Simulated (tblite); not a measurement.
C4H12N2Si: saddle-point search

System: C4H12N2Si.
Method: GFN2-xTB saddle search (eigenvector following) and harmonic vibrations, gas phase (tblite 0.8.0).

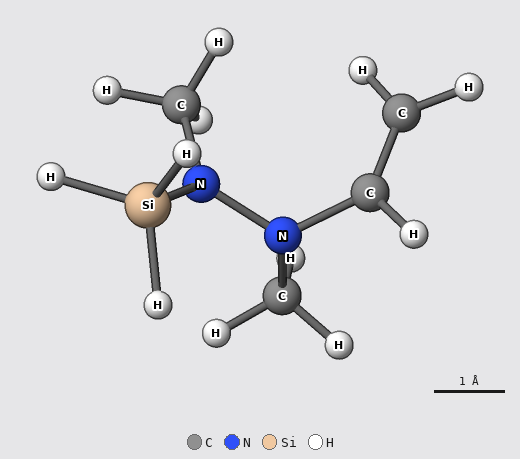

Fig. 1: The starting structure (ball-and-stick view, seen at a tilt).

## Summary

| quantity | value |
| --- | --- |
| outcome | converged |
| total energy | −604.5410 eV |
| point group | C1 |
| hardware | 1 CPU thread, shared host |
| wall time | 7.3 s |
| peak memory | 0.2 GiB |

## Input file
```
{"job": {"xc": "GFN2-xTB", "basis": "xTB", "kind": "saddle"}, "charge": 0, "multiplicity": 1}
C     -1.984570    -0.688447     1.042012
C     -1.415052     0.461025     0.719899
N     -0.353589     0.688713    -0.189938
C     -0.793503     0.908255    -1.552704
N      0.825089    -0.061258    -0.070317
C      0.807156    -1.488485    -0.289663
Si     2.089036     0.779091     0.745045
H     -1.707247    -1.628640     0.600248
H     -2.771042    -0.725607     1.776369
H     -1.773391     1.384523     1.166311
H      0.065494     1.220064    -2.144646
H     -1.247132     0.020150    -2.015928
H     -1.535950     1.705895    -1.545800
H      1.828002    -1.809182    -0.488814
H      0.443887    -2.043471     0.582603
H      0.188763    -1.736152    -1.154189
H      3.327176     0.112294     0.333468
H      2.000666     2.156339     0.271938
H      2.006205     0.744891     2.214106
```

The first line tells a small driver script what to run in tblite; the rest is the geometry in Å.

Launched with:
```bash
OMP_NUM_THREADS=1 python <driver script> task.json out
```

## What the program printed
```
step      E/eV     max force
  0    -604.54677   0.0467
  1    -604.54218   0.0684
  2    -604.53873   0.1924
  3    -604.54144   0.0412
  4    -604.54069   0.0536
  5    -604.54060   0.0650
  6    -604.54104   0.0058
  7    -604.54104   0.0014
lowest wavenumbers (cm-1): -173.1 61.9 104.9 154.4 184.0 194.3
```

## Trajectory as extended XYZ (Å, eV, eV/Å), 8 frames, from step=0 to step=7
```
19
Properties=species:S:1:pos:R:3:forces:R:3 step=0 energy=-604.54677
C    -1.9846   -0.6884    1.0420    0.0090  -0.0030   0.0140
C    -1.4151    0.4610    0.7199   -0.0080   0.0090  -0.0080
N    -0.3536    0.6887   -0.1899   -0.0010   0.0010  -0.0010
C    -0.7935    0.9083   -1.5527    0.0040   0.0030  -0.0020
N     0.8251   -0.0613   -0.0703   -0.0040  -0.0050   0.0020
C     0.8072   -1.4885   -0.2897   -0.0010  -0.0030  -0.0080
Si    2.0890    0.7791    0.7450   -0.0060  -0.0060   0.0050
H    -1.7072   -1.6286    0.6002    0.0300  -0.0140   0.0330
H    -2.7710   -0.7256    1.7764    0.0100   0.0060   0.0160
H    -1.7734    1.3845    1.1663   -0.0300   0.0220  -0.0250
H     0.0655    1.2201   -2.1446    0.0090   0.0000   0.0030
H    -1.2471    0.0202   -2.0159    0.0040   0.0020  -0.0020
H    -1.5360    1.7059   -1.5458    0.0080   0.0080  -0.0060
H     1.8280   -1.8092   -0.4888   -0.0010   0.0010  -0.0230
H     0.4439   -2.0435    0.5826    0.0070  -0.0120  -0.0090
H     0.1888   -1.7362   -1.1542   -0.0070   0.0020  -0.0060
H     3.3272    0.1123    0.3335   -0.0040  -0.0030   0.0070
H     2.0007    2.1563    0.2719   -0.0070  -0.0050   0.0070
H     2.0062    0.7449    2.2141   -0.0100  -0.0040   0.0040
19
Properties=species:S:1:pos:R:3:forces:R:3 step=1 energy=-604.54218
C    -1.9724   -0.6617    1.0275    0.0060  -0.0160   0.0050
C    -1.3866    0.4859    0.7295   -0.0060   0.0250   0.0000
N    -0.3455    0.7105   -0.2114   -0.0350   0.0030  -0.0370
C    -0.8146    0.8672   -1.5748    0.0140  -0.0140   0.0080
N     0.8342   -0.0403   -0.0886    0.0150   0.0150   0.0170
C     0.8097   -1.4690   -0.3006    0.0000  -0.0010  -0.0060
Si    2.0819    0.7762    0.7769   -0.0160   0.0040   0.0050
H    -1.7299   -1.5914    0.5400    0.0020   0.0440   0.0500
H    -2.7343   -0.7102    1.7878    0.0200  -0.0020  -0.0080
H    -1.7008    1.4030    1.2245    0.0080  -0.0470  -0.0490
H     0.0355    1.1418   -2.1992   -0.0230  -0.0140   0.0280
H    -1.2883   -0.0374   -1.9870    0.0220   0.0450   0.0180
H    -1.5473    1.6741   -1.5899    0.0090  -0.0090  -0.0040
H     1.8278   -1.7933   -0.5086   -0.0010   0.0020  -0.0120
H     0.4515   -2.0204    0.5763    0.0040  -0.0060  -0.0080
H     0.1840   -1.7177   -1.1594   -0.0010   0.0010  -0.0040
H     3.3303    0.1397    0.3465   -0.0100   0.0020   0.0100
H     1.9724    2.1719    0.3656   -0.0010  -0.0310   0.0130
H     1.9923    0.6711    2.2447   -0.0070  -0.0010  -0.0280
19
Properties=species:S:1:pos:R:3:forces:R:3 step=2 energy=-604.53873
C    -1.9643   -0.6462    1.0151    0.0150  -0.0320  -0.0180
C    -1.3568    0.4974    0.7448   -0.0140   0.0470   0.0200
N    -0.3373    0.7229   -0.2252   -0.0770   0.0090  -0.0380
C    -0.8351    0.8396   -1.5832    0.0250  -0.0270   0.0190
N     0.8450   -0.0272   -0.1070    0.0280   0.0280   0.0240
C     0.8151   -1.4564   -0.3161   -0.0010   0.0020   0.0000
Si    2.0743    0.7787    0.7955   -0.0290  -0.0280  -0.0070
H    -1.7610   -1.5640    0.4816   -0.0280   0.1400   0.0920
H    -2.7035   -0.7049    1.7981    0.0350  -0.0160  -0.0390
H    -1.6248    1.4052    1.2895    0.0510  -0.1550  -0.1020
H     0.0035    1.0945   -2.2320   -0.0370  -0.0220   0.0400
H    -1.3209   -0.0739   -1.9618    0.0350   0.0600   0.0290
H    -1.5646    1.6492   -1.6060    0.0060  -0.0090  -0.0020
H     1.8340   -1.7857   -0.5108    0.0010   0.0020  -0.0050
H     0.4415   -2.0054    0.5560    0.0010  -0.0030  -0.0040
H     0.2001   -1.7026   -1.1834   -0.0010   0.0000  -0.0030
H     3.3292    0.1339    0.4014    0.0000  -0.0050   0.0020
H     1.9833    2.1733    0.3845   -0.0040   0.0100  -0.0010
H     1.9424    0.6717    2.2590   -0.0060  -0.0020  -0.0070
19
Properties=species:S:1:pos:R:3:forces:R:3 step=3 energy=-604.54144
C    -1.9678   -0.6572    1.0246    0.0050  -0.0080   0.0050
C    -1.3742    0.4884    0.7360   -0.0050   0.0140  -0.0010
N    -0.3427    0.7145   -0.2162   -0.0180   0.0010  -0.0160
C    -0.8224    0.8579   -1.5762    0.0070  -0.0060   0.0030
N     0.8384   -0.0358   -0.0961    0.0070   0.0060   0.0080
C     0.8120   -1.4644   -0.3096    0.0000  -0.0010  -0.0050
Si    2.0771    0.7781    0.7837   -0.0060  -0.0010   0.0050
H    -1.7409   -1.5812    0.5202    0.0040   0.0230   0.0340
H    -2.7199   -0.7106    1.7939    0.0110   0.0000  -0.0020
H    -1.6697    1.4004    1.2496    0.0010  -0.0250  -0.0310
H     0.0240    1.1218   -2.2093   -0.0100  -0.0060   0.0130
H    -1.3031   -0.0479   -1.9753    0.0100   0.0210   0.0070
H    -1.5513    1.6679   -1.5945    0.0050  -0.0020  -0.0020
H     1.8305   -1.7902   -0.5125   -0.0010   0.0010  -0.0090
H     0.4471   -2.0166    0.5641    0.0040  -0.0040  -0.0060
H     0.1909   -1.7103   -1.1726   -0.0010   0.0010  -0.0030
H     3.3278    0.1299    0.3792   -0.0090   0.0020   0.0080
H     1.9825    2.1707    0.3612   -0.0010  -0.0150   0.0080
H     1.9618    0.6848    2.2498   -0.0060  -0.0020  -0.0140
19
Properties=species:S:1:pos:R:3:forces:R:3 step=4 energy=-604.54069
C    -1.9608   -0.6431    1.0215    0.0030  -0.0130   0.0010
C    -1.3556    0.4985    0.7417   -0.0020   0.0200   0.0010
N    -0.3386    0.7222   -0.2290   -0.0250   0.0020  -0.0140
C    -0.8354    0.8376   -1.5856    0.0090  -0.0090   0.0040
N     0.8449   -0.0261   -0.1095    0.0120   0.0110   0.0100
C     0.8162   -1.4551   -0.3206    0.0010  -0.0020  -0.0030
Si    2.0704    0.7770    0.7993   -0.0140  -0.0090  -0.0010
H    -1.7576   -1.5610    0.4953   -0.0040   0.0350   0.0330
H    -2.6981   -0.6996    1.8051    0.0130  -0.0030  -0.0090
H    -1.6229    1.4054    1.2798    0.0110  -0.0400  -0.0340
H     0.0043    1.0842   -2.2345   -0.0140  -0.0070   0.0160
H    -1.3261   -0.0734   -1.9601    0.0120   0.0240   0.0100
H    -1.5601    1.6514   -1.6118    0.0040  -0.0040  -0.0020
H     1.8357   -1.7833   -0.5148   -0.0020   0.0010  -0.0050
H     0.4423   -2.0057    0.5504    0.0030  -0.0020  -0.0060
H     0.2021   -1.7005   -1.1887    0.0010   0.0000   0.0000
H     3.3271    0.1375    0.4017   -0.0010  -0.0020   0.0040
H     1.9747    2.1746    0.3979   -0.0020  -0.0030   0.0020
H     1.9375    0.6594    2.2619   -0.0050  -0.0010  -0.0060
19
Properties=species:S:1:pos:R:3:forces:R:3 step=5 energy=-604.54060
C    -1.9534   -0.6324    1.0196    0.0010  -0.0150  -0.0030
C    -1.3365    0.5049    0.7487   -0.0010   0.0230   0.0020
N    -0.3345    0.7282   -0.2396   -0.0280   0.0020  -0.0090
C    -0.8483    0.8212   -1.5914    0.0090  -0.0100   0.0050
N     0.8518   -0.0179   -0.1233    0.0140   0.0130   0.0140
C     0.8210   -1.4472   -0.3339    0.0000  -0.0030  -0.0010
Si    2.0628    0.7773    0.8123   -0.0080  -0.0120   0.0000
H    -1.7737   -1.5436    0.4725   -0.0100   0.0440   0.0310
H    -2.6761   -0.6927    1.8165    0.0140  -0.0050  -0.0140
H    -1.5759    1.4056    1.3103    0.0180  -0.0510  -0.0360
H    -0.0157    1.0536   -2.2546   -0.0150  -0.0080   0.0150
H    -1.3476   -0.0933   -1.9451    0.0130   0.0210   0.0100
H    -1.5696    1.6377   -1.6224    0.0020  -0.0030  -0.0010
H     1.8415   -1.7778   -0.5180   -0.0040   0.0010  -0.0010
H     0.4361   -1.9972    0.5329    0.0030   0.0010  -0.0060
H     0.2153   -1.6906   -1.2086    0.0030   0.0010   0.0030
H     3.3242    0.1315    0.4392   -0.0110   0.0040   0.0040
H     1.9792    2.1761    0.4123   -0.0010  -0.0040   0.0030
H     1.8995    0.6566    2.2724   -0.0010   0.0000  -0.0160
19
Properties=species:S:1:pos:R:3:forces:R:3 step=6 energy=-604.54104
C    -1.9446   -0.6219    1.0260   -0.0010  -0.0010   0.0000
C    -1.3234    0.5115    0.7500    0.0000   0.0020  -0.0010
N    -0.3328    0.7312   -0.2501   -0.0040   0.0000  -0.0010
C    -0.8566    0.8087   -1.5981    0.0010  -0.0020   0.0000
N     0.8559   -0.0123   -0.1341    0.0040   0.0030   0.0030
C     0.8256   -1.4414   -0.3475    0.0000   0.0000   0.0000
Si    2.0533    0.7748    0.8249   -0.0030  -0.0030  -0.0010
H    -1.7800   -1.5309    0.4732   -0.0020   0.0030   0.0020
H    -2.6558   -0.6810    1.8327    0.0030   0.0000  -0.0030
H    -1.5452    1.4097    1.3192    0.0030  -0.0040  -0.0030
H    -0.0283    1.0276   -2.2703   -0.0030  -0.0010   0.0030
H    -1.3635   -0.1069   -1.9358    0.0020   0.0040   0.0020
H    -1.5736    1.6289   -1.6345    0.0010  -0.0010   0.0000
H     1.8472   -1.7718   -0.5254   -0.0010   0.0000   0.0000
H     0.4343   -1.9933    0.5149    0.0000   0.0000  -0.0010
H     0.2261   -1.6825   -1.2269    0.0010   0.0000   0.0010
H     3.3187    0.1313    0.4646   -0.0010   0.0000   0.0010
H     1.9733    2.1767    0.4362    0.0000  -0.0010   0.0000
H     1.8694    0.6415    2.2808    0.0000   0.0000  -0.0040
19
Properties=species:S:1:pos:R:3:forces:R:3 step=7 energy=-604.54104
C    -1.9431   -0.6212    1.0281    0.0000   0.0010   0.0000
C    -1.3232    0.5122    0.7494    0.0000  -0.0010   0.0000
N    -0.3329    0.7310   -0.2510    0.0000   0.0000   0.0000
C    -0.8569    0.8084   -1.5987    0.0000   0.0000   0.0000
N     0.8559   -0.0123   -0.1348    0.0010   0.0000   0.0000
C     0.8262   -1.4413   -0.3493    0.0000   0.0000   0.0000
Si    2.0519    0.7741    0.8261    0.0000   0.0000   0.0000
H    -1.7780   -1.5311    0.4773    0.0000  -0.0010   0.0000
H    -2.6537   -0.6793    1.8352    0.0000   0.0000   0.0000
H    -1.5456    1.4113    1.3167    0.0000   0.0010   0.0010
H    -0.0285    1.0259   -2.2712    0.0000   0.0000   0.0000
H    -1.3648   -0.1068   -1.9356    0.0000   0.0000   0.0000
H    -1.5730    1.6293   -1.6356    0.0000   0.0000   0.0000
H     1.8478   -1.7712   -0.5274    0.0000   0.0000   0.0000
H     0.4350   -1.9940    0.5126    0.0000   0.0000   0.0000
H     0.2268   -1.6819   -1.2289    0.0000   0.0000   0.0000
H     3.3178    0.1309    0.4672    0.0000   0.0000   0.0000
H     1.9722    2.1762    0.4383    0.0000   0.0000   0.0000
H     1.8660    0.6397    2.2815    0.0000   0.0000   0.0000
```

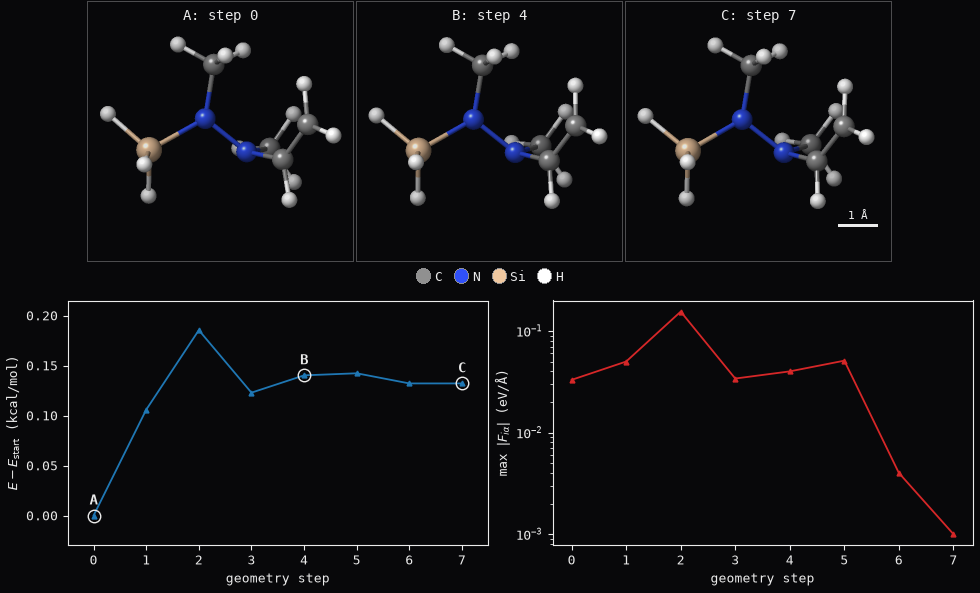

Fig. 2: Frames of the saddle-point search (ball-and-stick view, seen at a tilt) above the curves, on which the letters mark them (steps are counted from 0).

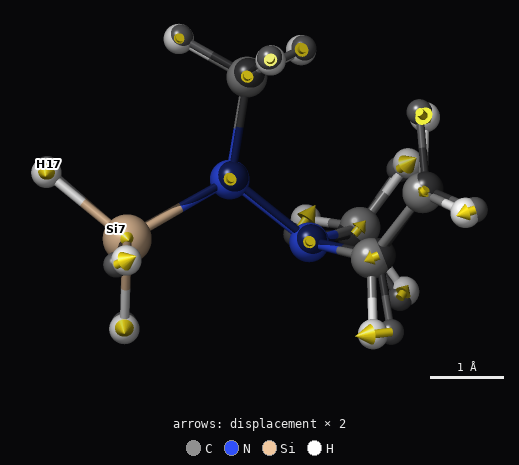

Fig. 3: Start (faint) and end (solid) with the displacements as yellow arrows, magnified 2 times (ball-and-stick view, seen at a tilt). The two geometries are laid on each other by the best rigid fit. The largest move after the best rigid fit is that of H10, 0.27 Å. Largest moves by element: H 0.27 Å, C 0.13 Å, Si 0.09 Å, N 0.09 Å. Among the contacts that change: C2–N3 1.416 → 1.425 Å, N3–N5 1.402 → 1.407 Å. Among the angles that change: C2–N3–N5 119.3° → 116.6°. The energy rises by 0.13 kcal/mol in 7 geometry steps. Largest force component: 0.033 eV/Å at the start, 0.001 eV/Å at the end. (Atoms are counted from 1 in the order of the input.)
